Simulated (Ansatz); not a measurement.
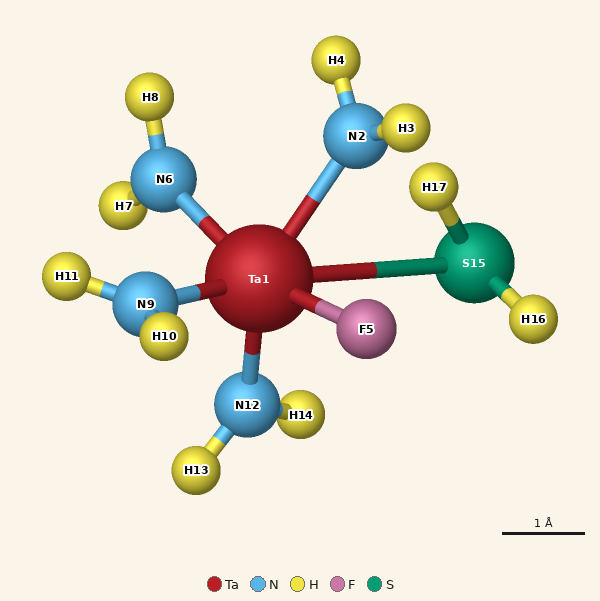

The input geometry (ball-and-stick view, seen at a tilt; atoms are numbered from 1 in the order of the input). Sticks mark near contacts.

**Run report: TaN4H10SF, frequency calculation**

The run: frequency calculation of TaN4H10SF. Method and program: RKS PBE/def2-SVP (Ansatz 0.2.0).

It belongs to a series of runs on one base structure; here: vibrations at the highest image of the band. Figures and captions count atoms from 1; the log counts them from 0 in places.

What the program printed:
```
Engine: ansatz 0.2.0, aarch64-unknown-linux-gnu
Functional definition: PBE
  parameter kappa = 0.804
  parameter beta = 0.06672455060314922
  exchange = pbe_x(kappa = kappa, mu = beta*pi^2/3)
  correlation = pbe_c(beta = beta)
1925 factors; their error is unknown
mean field evaluation 1: about -21177.2080 eV, gradient 1.3e2 eV
mean field evaluation 2: about -20976.1161 eV, gradient 2.9e2 eV
mean field evaluation 4: about -21207.0596 eV, gradient 2.9e1 eV
mean field evaluation 8: about -21208.9548 eV, gradient 1.0e0 eV
mean field evaluation 16: about -21208.8527 eV, gradient 7.9e-3 eV
mean field -21208.85269729 eV, -779.4109607488 hartree, gradient 2.2e-5 eV, S^2 0.000000; 0 other end points of the search recorded, 0 dependent functions left out
the calculation of the forces begins
reference -21208.85276907 eV, -779.4109633865 hartree; 38, 38 occupied and 132, 132 virtual orbitals, 1925 factors
these checks for a lower state are left out or cut short: stability, starts, cluster_reference, orbital_swaps, neighbouring_geometries, increment
1925 factors; their error is unknown
mean field -21208.85257132 eV, -779.4109561195 hartree, gradient 2.7e-6 eV, S^2 0.000000; 0 other end points of the search recorded, 0 dependent functions left out
[... from here on the field's lines of each further geometry are left out, up to the last ...]
the calculation of the forces begins
reference -21208.85277797 eV, -779.4109637136 hartree; 38, 38 occupied and 132, 132 virtual orbitals, 1925 factors
these checks for a lower state are left out or cut short: stability, starts, cluster_reference, orbital_swaps, neighbouring_geometries, increment
1925 factors; their error is unknown
mean field -21208.85266033 eV, -779.4109593903 hartree, gradient 1.1e-6 eV, S^2 0.000000; 0 other end points of the search recorded, 0 dependent functions left out
the calculation of the forces begins
reference -21208.85273210 eV, -779.4109620281 hartree; 38, 38 occupied and 132, 132 virtual orbitals, 1925 factors
WARN: phonons: modes at or below zero, which the zero-point energy, F, S and C_V leave out: 1, the lowest at -132.88 cm⁻¹. A minimum has none, and a first-order saddle one
Total energy: -21208.85276907 eV, -779.4109633865 hartree
Atom 0 at    -0.081249    -0.102063    -0.009316 Å, force    -0.000998     0.038348     0.003717 eV/Å
Atom 1 at     2.026401    -0.001218     0.140316 Å, force    -0.015187     0.007240    -0.015787 eV/Å
Atom 2 at     2.439259     0.420307     0.981092 Å, force     0.000451     0.002790     0.000238 eV/Å
Atom 3 at     2.673189     0.093293    -0.649025 Å, force     0.003055    -0.002056     0.004099 eV/Å
Atom 4 at     0.109431     0.166544     1.909843 Å, force     0.002321    -0.011415     0.004892 eV/Å
Atom 5 at     0.309464    -0.109201    -1.990761 Å, force    -0.004885    -0.008941    -0.012533 eV/Å
Atom 6 at    -0.231429    -0.664692    -2.662893 Å, force    -0.001065     0.000240     0.001464 eV/Å
Atom 7 at     1.065526     0.367520    -2.495318 Å, force     0.004161    -0.000081     0.009554 eV/Å
Atom 8 at    -1.086499     1.601811    -0.066035 Å, force    -0.000420    -0.004031    -0.001218 eV/Å
Atom 9 at    -1.289307     2.139000     0.784460 Å, force     0.000565    -0.002444     0.003272 eV/Å
Atom 10 at    -1.314058     2.135192    -0.908496 Å, force     0.003932    -0.000365    -0.001613 eV/Å
Atom 11 at    -1.465533    -1.527550    -0.127719 Å, force     0.040905    -0.013386    -0.000656 eV/Å
Atom 12 at    -2.480843    -1.384233    -0.145291 Å, force    -0.002124     0.002542     0.002773 eV/Å
Atom 13 at    -1.223942    -2.522514    -0.059582 Å, force    -0.030696    -0.008030    -0.005026 eV/Å
Atom 14 at     1.478122    -2.990729     0.587925 Å, force    -0.003350     0.012555     0.006990 eV/Å
Atom 15 at     1.289964    -2.771236     1.918951 Å, force     0.003768     0.002251    -0.009335 eV/Å
Atom 16 at     2.001703    -1.627932     0.405051 Å, force    -0.000433    -0.015218     0.009170 eV/Å
Dipole moment:    -0.222139     0.470428    -0.519282 e Å
Vibrations: -132.88 57.49 101.33 123.20 156.66 174.56 192.59 212.37 223.16 261.80 296.21 370.00 384.16 415.81 447.67 475.51 498.33 504.79 535.22 554.98 558.82 573.94 583.36 599.89 628.16 640.09 648.71 676.73 688.92 828.16 1246.18 1412.34 1440.35 1455.07 1471.79 1508.96 2625.35 3444.86 3447.35 3453.22 3466.71 3544.88 3553.58 3558.03 3582.91 cm⁻¹, zero-point energy 3.200292 eV
```

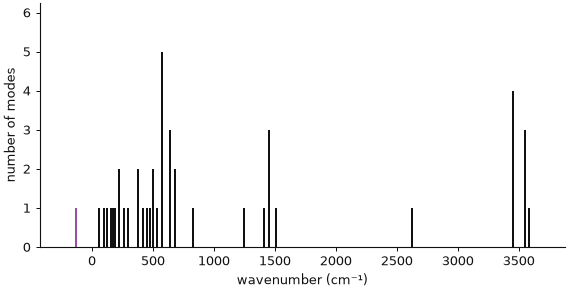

Harmonic vibrational wavenumbers from the force constants; neighbouring modes closer than 17 cm⁻¹ are counted in one stick, and imaginary ones are drawn at negative wavenumbers. 45 modes from 133i to 3583 cm⁻¹, 1 imaginary beyond 8i (133i cm⁻¹): a first-order saddle point, if the geometry is stationary.

The run was set up as follows.

The input:
```yaml
crystal:
  periodic: [false, false, false]
  atoms:
    - { symbol: Ta, position_ang: [-0.081249, -0.102063, -0.009316] }
    - { symbol: "N", position_ang: [2.026401, -0.001218, 0.140316] }
    - { symbol: H, position_ang: [2.439259, 0.420307, 0.981092] }
    - { symbol: H, position_ang: [2.673189, 0.093293, -0.649025] }
    - { symbol: F, position_ang: [0.109431, 0.166544, 1.909843] }
    - { symbol: "N", position_ang: [0.309464, -0.109201, -1.990761] }
    - { symbol: H, position_ang: [-0.231429, -0.664692, -2.662893] }
    - { symbol: H, position_ang: [1.065526, 0.36752, -2.495318] }
    - { symbol: "N", position_ang: [-1.086499, 1.601811, -0.066035] }
    - { symbol: H, position_ang: [-1.289307, 2.139, 0.78446] }
    - { symbol: H, position_ang: [-1.314058, 2.135192, -0.908496] }
    - { symbol: "N", position_ang: [-1.465533, -1.52755, -0.127719] }
    - { symbol: H, position_ang: [-2.480843, -1.384233, -0.145291] }
    - { symbol: H, position_ang: [-1.223942, -2.522514, -0.059582] }
    - { symbol: S, position_ang: [1.478122, -2.990729, 0.587925] }
    - { symbol: H, position_ang: [1.289964, -2.771236, 1.918951] }
    - { symbol: H, position_ang: [2.001703, -1.627932, 0.405051] }
basis:
  gaussian: { orbitals: def2-SVP }
hamiltonian:
  xc: pbe
phonons: {}
```

Run as:
```bash
ansatz run input.yaml --threads 4 --pin off --max-ram 5120MiB --backend cpu --events-out ev --progress --plain --runs-dir out
```

Summary:

```tsv
quantity	value
outcome	converged
total energy	−21208.8528 eV
mean-field energy	−21208.8528 eV
largest force (length of the vector)	0.043 eV/Å
hardware	4 threads of Arm Neoverse V2, 24 GiB of memory available, shared host
wall time	3.2 min (CPU time 12 min)
peak memory	0.27 GiB
```
